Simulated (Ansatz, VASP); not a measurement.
## Cross-check of CoO between VASP and Ansatz

Aim: how closely do two programs agree when they are given the same cell, functional and k mesh? The cell comes out of the VASP series on this material, whose earlier steps may have relaxed, scaled or displaced it; both programs get it as it stands.

Main program and level: Ansatz 0.2.0; plane waves, with VASP 6.6.1 beside it; single point at PBEsol, DFT+U and band structure at PBEsol, DFT+U.

### 1. Starting point

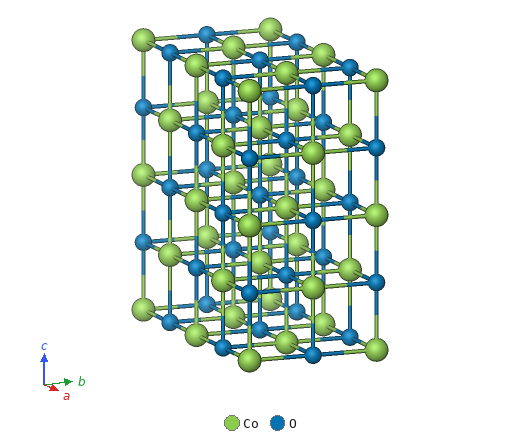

The starting structure, seen slightly off an axis (cobalt green, oxygen blue). 2×1×2 cells are drawn. This picture shows the conventional cell, with its axes. Some periodic images of atoms are drawn too.

### 2. Ansatz: single point, PBEsol, DFT+U

Ansatz runs on its default PAW (the set named soft_2) files.

A single point gives forces, pressure and levels at one fixed geometry, so differences don't come from the geometry; what else differs is listed under the comparison.

Input file input.yaml:

```yaml
crystal:
  lattice:
    - [0.0, 2.0872770755, 2.0872770755]
    - [2.0872770755, 0.0, 2.0872770755]
    - [2.0872770755, 2.0872770755, 0.0]
  atoms:
    - { symbol: Co, position: [0.0, 0.0, 0.0], spin: 2.0 }
    - { symbol: O, position: [0.5, 0.5, 0.5] }
hamiltonian:
  xc: pbesol
  pseudopotentials: { kind: paw }
  hubbard: { sites: [{ species: Co, l: d, u_eff: 4.0 }] }
magnetization:
  spin_polarized: true
kpoints:
  mp_grid: { grid: [11, 11, 11] }
scf:
  occupations: { method: gaussian, width: 0.05 }
  n_extra_bands: 7
output:
  forces: true
  stress: true
  eigenvalues: true
  write_density: true
  write_potential: true
  elf: true
  volumetric_format: npy
```

Launch:

```
> ansatz run input.yaml --threads 2 --pin off --max-ram 4608MiB --backend cpu --events-out ev --progress --plain --runs-dir out
```

Numbers of over 12 decimals in the logs are rounded to 6 here.

Output:

```text
Co: projections on atomic orbitals take those of the free atom [Ne] 3s2 3p6 3d7 4s2, of charge +0.00 (hamiltonian.pseudopotentials.projection_atoms); the dataset's partial waves leave at most 1.4e-6 of an orbital's norm unspanned inside its sphere
O: projections on atomic orbitals take those of the free atom [He] 2s2 2p4, of charge +0.00 (hamiltonian.pseudopotentials.projection_atoms); the dataset's partial waves leave at most 1.9e-8 of an orbital's norm unspanned inside its sphere
scf.n_extra_bands = 7 over 12 filled bands (N_el = 23.0): the run solves 19 bands
Engine: ansatz 0.2.0, aarch64-unknown-linux-gnu
Pseudopotentials: kind: paw
Pseudopotential: Co, paw, valence charge 17, recommended cutoff 420 eV (normal), Co.paw.azcp
Pseudopotential: O, paw, valence charge 6, recommended cutoff 420 eV (normal), O.paw.azcp
Functional definition: PBEsol
  exchange = pbesol_x
  correlation = pbesol_c
Crystal: 2 atoms, lattice volume = 18.187 Å³
Basis set: ecut = 420 eV, 339 PW (Γ), exchange–correlation on 40×40×40 points (8 copies of the dense FFT grid, shifted against one another)
Bands: 19, of which v1, the nominal top of the filled ones, is band 12 counted from 1 (11 counted from 0)
Symmetry: 48 space group operations
Space group: Fm-3m (ITA 225), of the structure as read, at distance tolerance 2.6e-5 Å
Magnetic group: BNS 225.116 (UNI 1618), of the structure as read, at distance tolerance 2.6e-5 Å
k-points: 56 of 1331
Non-local potential: Co, projectors of the file, l = 0: 3, l = 1: 2, l = 2: 3, l = 3: 1
Non-local potential: O, projectors of the file, l = 0: 2, l = 1: 2, l = 2: 1
PAW form: soft (Blöchl's): semilocal exchange-correlation on the pseudo side does not see the compensation charge
PAW frozen core: Co, regenerated for the run's functional, and the local potential with it (the file was generated under x = pbe(κ = 0.804, μ = 0.219515), c = pbe(β = 0.066725))
PAW frozen core: O, regenerated for the run's functional, and the local potential with it (the file was generated under x = pbe(κ = 0.804, μ = 0.219515), c = pbe(β = 0.066725))
PAW one-centre angular grid: Co, 590 points (default); XC on 64 Gauss nodes
PAW one-centre angular grid: O, 110 points (default); XC on 64 Gauss nodes
Initial density: superposition of atomic densities (chi_scale 0.1, normalization cell, long waves kept (reshape's long-wave potential 0.00 eV rms))
Starting moments: Σ|m| = 2 μB on 1 of 2 sites
Initial wavefunctions: pseudopotential atomic-orbital guess
Functional: x = pbesol(κ = 0.804, μ = 0.123457), c = pbesol(β = 0.046)
SCF iter   1: F=—  HF=-5652.480217 eV  |F-HF|=—  |Δ(HF+E_count)|=         —  Δρ=3.47e-1 (↑1.67e-1 ↓3.47e-1)  dr2=3.71e1  dr2_m=1.91e0  M=0.881 μB ∫|m|=0.881 μB  β_m=0.30  ethr=3.10e-3  ⟨swp⟩=5.7  Hψ=9070  notcnv=0  defer=31
preconditioner: auto → none  [metal: Δε(μ)=0.043 eV  Ē_g=18.703 eV  σ=0.050 eV  W_gap=0.46  n_scr=8 (ndim 8)  ℏωp=33.7 eV  f_vac=0.000  D(μ)=1.16/eV (n_scr^D=14)  sad-step TF]
SCF iter   2: F=—  HF=-5649.734022 eV  |F-HF|=—  |Δ(HF+E_count)|=    2.75e0  Δρ=1.92e-1 (↑9.34e-2 ↓1.92e-1)  dr2=2.22e0  dr2_m=2.66e0  M=2.810 μB ∫|m|=2.810 μB  β_m=1.00  ethr=3.10e-3  ⟨swp⟩=3.0  Hψ=5571  notcnv=0  defer=194
SCF iter   3: F=—  HF=-5649.427662 eV  |F-HF|=—  |Δ(HF+E_count)|=   3.06e-1  Δρ=4.90e-2 (↑3.99e-2 ↓4.90e-2)  dr2=5.82e-1  dr2_m=1.47e-2  M=2.844 μB ∫|m|=2.847 μB  β_m=1.00  ethr=3.10e-3  ⟨swp⟩=2.8  Hψ=4983  notcnv=0  defer=181
SCF iter   4: F=—  HF=-5649.859423 eV  |F-HF|=—  |Δ(HF+E_count)|=   4.32e-1  Δρ=4.29e-2 (↑2.80e-2 ↓4.29e-2)  dr2=1.99e-1  dr2_m=1.46e-1  M=2.508 μB ∫|m|=2.515 μB  β_m=0.30  ethr=2.53e-3  ⟨swp⟩=2.5  Hψ=4526  notcnv=0  defer=182
Mixer restart at iter 4: flushing history
spin-set hold released at iteration 4 (site moments contracting): the magnetisation degrees of freedom join the quasi-Newton model from the next iteration; the mixer history was flushed
SCF iter   5: F=—  HF=-5650.141001 eV  |F-HF|=—  |Δ(HF+E_count)|=   2.82e-1  Δρ=3.87e-2 (↑1.57e-2 ↓3.87e-2)  dr2=3.40e-1  dr2_m=4.36e-2  M=2.870 μB ∫|m|=2.877 μB  β_m=0.31  ethr=8.63e-4  ⟨swp⟩=2.9  Hψ=3481  notcnv=0  defer=185
SCF iter   6: F=—  HF=-5650.223873 eV  |F-HF|=—  |Δ(HF+E_count)|=   8.29e-2  Δρ=1.50e-2 (↑1.09e-2 ↓1.50e-2)  dr2=3.69e-2  dr2_m=1.24e-2  M=2.650 μB ∫|m|=2.659 μB  β_m=0.30  ethr=8.63e-4  ⟨swp⟩=2.0  Hψ=3594  notcnv=0  defer=185
SCF iter   7: F=—  HF=-5650.364458 eV  |F-HF|=—  |Δ(HF+E_count)|=   1.41e-1  Δρ=9.47e-3 (↑4.51e-3 ↓9.47e-3)  dr2=6.24e-3  dr2_m=7.14e-3  M=2.797 μB ∫|m|=2.807 μB  β_m=0.64  ethr=1.61e-4  ⟨swp⟩=2.0  Hψ=3913  notcnv=0  defer=185
SCF iter   8: F=—  HF=-5650.401246 eV  |F-HF|=—  |Δ(HF+E_count)|=   3.68e-2  Δρ=3.64e-3 (↑1.89e-3 ↓3.64e-3)  dr2=3.01e-3  dr2_m=5.83e-4  M=2.838 μB ∫|m|=2.852 μB  β_m=0.59  ethr=2.71e-5  ⟨swp⟩=2.0  Hψ=3763  notcnv=0  defer=185
SCF iter   9: F=—  HF=-5650.402501 eV  |F-HF|=—  |Δ(HF+E_count)|=   1.26e-3  Δρ=6.93e-4 (↑6.93e-4 ↓4.08e-4)  dr2=4.72e-5  dr2_m=2.76e-5  M=2.831 μB ∫|m|=2.846 μB  β_m=0.50  ethr=1.31e-5  ⟨swp⟩=2.0  Hψ=2485  notcnv=0  defer=185
[...]
SCF 1 converged in 13 iterations: F = -5650.402552 eV  dr2 = 1.48e-8
  greatest PAW one-centre occupation: 1.004 electrons in one spin orbital (limit 2), on the Co atom at site 0 (counted from 0), in its partial waves of l = 1
Symmetry: 12 space group operations
k-points: 146 of 1331
Initial density: read from a saved state, or passed on in memory by an earlier SCF of this step, an earlier step, the calling program or the single point that the run made first
Starting moments: Σ|m| = 2 μB on 1 of 2 sites; this step starts from the density that it was given
[...]
preconditioner: auto → none  [insulator: Δε(μ)=1.263 eV  Ē_g=18.858 eV  σ=0.050 eV  W_gap=1.00  n_scr=8 (ndim 8)  ℏωp=33.7 eV  f_vac=0.000  D(μ)=0.00/eV (n_scr^D=0)  ε∞_Penn≈4.2]
[...]
SCF iter   5: F=-5651.260258 eV  HF=-5651.260258 eV  |F-HF|=4.90e-9  |Δ(HF+E_count)|=   6.11e-7  Δρ=5.49e-6 (↑5.49e-6 ↓2.53e-6)  dr2=5.36e-9  dr2_m=6.15e-10  M=3.000 μB ∫|m|=3.007 μB  ethr=4.35e-10  ⟨swp⟩=1.2  Hψ=15435  notcnv=0
SCF iter   6: F=-5651.260258 eV  HF=-5651.260258 eV  |F-HF|=4.88e-9  |Δ(HF+E_count)|=  2.46e-11  Δρ=5.47e-6 (↑5.47e-6 ↓2.55e-6)  dr2=5.34e-9  dr2_m=6.05e-10  M=3.000 μB ∫|m|=3.007 μB  ethr=2.33e-11  ⟨swp⟩=1.1  Hψ=18648  notcnv=0
SCF 2 converged in 6 iterations: F = -5651.260258 eV  dr2 = 5.34e-9
iter 1 solved again at ethr=7.82e-9 eV; its pass at ethr=3.10e-3 eV (dr2=1.80e-6 eV) is discarded
SCF iter   1: F=—  HF=-5651.260258 eV  |F-HF|=—  |Δ(HF+E_count)|=         —  Δρ=5.42e-6 (↑5.42e-6 ↓2.73e-6)  dr2=5.51e-9  dr2_m=5.79e-10  M=3.000 μB ∫|m|=3.007 μB  β_m=0.30  ethr=7.82e-9  ⟨swp⟩=3.0  Hψ=40195  notcnv=0
preconditioner: auto → none  [insulator: Δε(μ)=1.264 eV  Ē_g=18.880 eV  σ=0.050 eV  W_gap=1.00  n_scr=8 (ndim 8)  ℏωp=33.7 eV  f_vac=0.000  D(μ)=0.00/eV (n_scr^D=0)  ε∞_Penn≈4.2]
SCF iter   2: F=-5651.260258 eV  HF=-5651.260258 eV  |F-HF|=1.67e-10  |Δ(HF+E_count)|=  4.77e-10  Δρ=2.15e-6 (↑2.15e-6 ↓1.60e-6)  dr2=5.72e-10  dr2_m=3.62e-10  M=3.000 μB ∫|m|=3.007 μB  ethr=2.40e-11  ⟨swp⟩=8.7  Hψ=28376  notcnv=0
SCF 3 converged in 2 iterations: F = -5651.260258 eV  dr2 = 5.72e-10
Symmetry: 4 space group operations
k-points: 366 of 1331
Initial wavefunctions: those read from a saved state, or passed on in memory by an earlier step or the calling program
iter 1 solved again at ethr=2.49e-12 eV; its pass at ethr=4.35e-6 eV (dr2=5.72e-10 eV) is discarded
SCF iter   1: F=—  HF=-5651.260258 eV  |F-HF|=—  |Δ(HF+E_count)|=         —  Δρ=2.15e-6 (↑2.15e-6 ↓1.60e-6)  dr2=5.72e-10  dr2_m=3.62e-10  M=3.000 μB ∫|m|=3.007 μB  ethr=2.49e-12  ⟨swp⟩=1.0  Hψ=80616  notcnv=0
SCF iter   2: F=—  HF=-5651.260258 eV  |F-HF|=—  |Δ(HF+E_count)|=   2.07e-7  Δρ=5.92e-5 (↑4.89e-5 ↓5.92e-5)  dr2=9.06e-7  dr2_m=6.10e-8  M=3.000 μB ∫|m|=3.007 μB  ethr=4.35e-6  ⟨swp⟩=1.0  Hψ=56936  notcnv=0
SCF iter   3: F=—  HF=-5651.260258 eV  |F-HF|=—  |Δ(HF+E_count)|=   2.16e-7  Δρ=1.00e-5 (↑8.05e-6 ↓1.00e-5)  dr2=3.52e-8  dr2_m=2.93e-10  M=3.000 μB ∫|m|=3.007 μB  ethr=4.35e-10  ⟨swp⟩=1.1  Hψ=30810  notcnv=0
SCF iter   4: F=-5651.260258 eV  HF=-5651.260258 eV  |F-HF|=5.24e-10  |Δ(HF+E_count)|=   8.43e-9  Δρ=1.28e-6 (↑1.28e-6 ↓1.24e-6)  dr2=5.82e-10  dr2_m=6.33e-12  M=3.000 μB ∫|m|=3.007 μB  ethr=1.93e-10  ⟨swp⟩=1.0  Hψ=30744  notcnv=0
an SCF along what the orbitals of the run's state read of its open shells (or to have them read: on a GPU, or by another smearing), with 44 of the crystal's symmetry operations given up (366 k-points in place of 56), reached no lower state that the run goes on to. This is no proof of a minimum
SCF converged after 2 iterations
Magnetization: 3.0000 μB (13.0000 up, 10.0000 down)
Absolute magnetization: 3.0054 μB (∫|ρ↑−ρ↓|, with the PAW one-centre terms)
Spin contamination: 0.0033 ħ² per cell (⟨S²⟩ above its minimum at these occupations)
Per-site moments (μB) at R_I (Å): [(2.581453, 0.861002), (0.238699, 0.861002)]
Free energy (F): -5651.260258 eV
Harris-Foulkes:  -5651.260258 eV  (|F-HF|=1.67e-10)
Internal energy: -5651.260258 eV  (E = F + TS)
E sigma→0 (E₀):  -5651.260258 eV
Fermi energy:    15.202286 eV
--- Per-component energies (eV) ---
  E_band       = -295.817081
  E_kinetic    = 619.065687
  E_local      = -3339.463710  (includes V_loc(G=0)·N_el)
  E_nonlocal   = 516.906867
  E_hartree    = 1370.725083
  E_xc         = -227.128050
  E_vxc        = -293.429026  (∫ρ·V_xc dr)
  E_hubbard    = 0.653304  (on-site DFT+U / exact-exchange correction)
  E_vhub       = -13.274822  (the Hubbard potential's part of the band-sum identity)
  E_paw        = -1638.906744  (= ΣΔE_a)
  E_vpaw       = -527.074552  (= ΣTr[D̂ρ^β])
  E_aug_tail   = 0.002549  (compensation charges beyond the density's cutoff)
  E_ewald      = -2953.338951
  E_core_change = 0.223707  (= ΣΔE_core)
  E_smearing   = -0.000000  (= −TS)
  E_closure    = 0.000000  (closes the sum)
  Σ components = -5651.260258   (vs F -5651.260258, Δ=0.00e0)
--- Forces (eV/Å), atoms counted from 1 ---
  atom   1  Co     0.00000000     0.00000000    -0.00000000
  atom   2  O      0.00000000     0.00000000     0.00000000
  max |Σ_I F_I| component: 1.86e-29 eV/Å
--- Stress (GPa, compression-positive) ---
       13.811366      -0.550671      -0.550671
       -0.550671      13.811366      -0.550671
       -0.550671      -0.550671      13.811366
  P = ⅓ Tr σ = 13.8114 GPa (138.114 kbar)
--- Band table (eV; the first three rows and the last of 292) ---
  k-point 0 ↑: bands = [... 8 lower, 9.9737, 9.9737, 11.9133, 11.9712, 11.9712, 16.2156, 31.5711, 32.9830, ... 3 higher]
  k-point 1 ↑: bands = [... 8 lower, 9.7551, 9.9967, 11.6213, 12.2410, 12.3067, 16.8365, 30.1178, 32.7608, ... 3 higher]
  k-point 2 ↑: bands = [... 8 lower, 9.2793, 10.1481, 11.3238, 12.9126, 12.9944, 18.0823, 28.0216, 31.7135, ... 3 higher]
  k-point 145 ↓: bands = [... 8 lower, 12.6537, 12.6694, 17.0607, 18.5812, 18.8993, 20.9879, 25.6856, 28.4367, ... 3 higher]
Occupation matrices written to <dir>
```

Run time: 81 s. Hardware: 2 threads of Arm Neoverse N1, shared host; peak memory 0.97 GiB; 2.5 min of CPU time.

The run ends at a pressure of 13.81 GPa.

(Part 1 of 2 ends here.)

[Lines on the potential files, build, host, timing and source positions are cut from VASP's logs without a mark.]

[Logs are printed without paths, hosts, clocks, repeated set-up lines and the standing remarks that a program may print on its own settings, such as how far it seeks lower states.]

[Hosts, paths, dates, database ids (printed as entryN), source tags and the programs' standing remarks are cut or masked in the printed files.]
